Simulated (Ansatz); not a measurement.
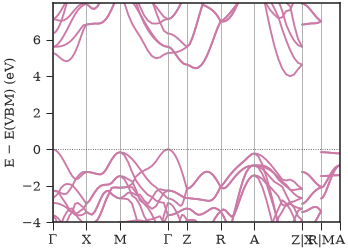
Figure: Band structure from r²SCAN in the plane-wave PAW code Ansatz

### Question
Read off the gap and where the band edges lie.

### Answer
About 4.0 eV (3.99 eV by a search for the band edges); maximum at Γ, minimum on the A–Z line, 75 % of the way from A.

### Question
Which compound is it?
(A) HfO2, rutile
(B) BaTiO3, P4mm (Ba on 1b, Ti on 1a, O on 2c, O on 1a)
(C) C, P4_2/ncm (C on 8i, C on 4b)
(D) ZrO2, P4_2/nmc (Zr on 2a, O on 4d)

### Answer
C, C, P4_2/ncm (C on 8i, C on 4b)

The start of the workflow was typed in or built on a structure type; neither database checked (COD, Materials Project) lists it. It is not the phase usual at ambient conditions (space group No. 194, 227). The cell was relaxed with r²SCAN under the symmetry of its start; its stability against distortions is not shown here.

Potentials: the earlier of the program's two PAW sets.
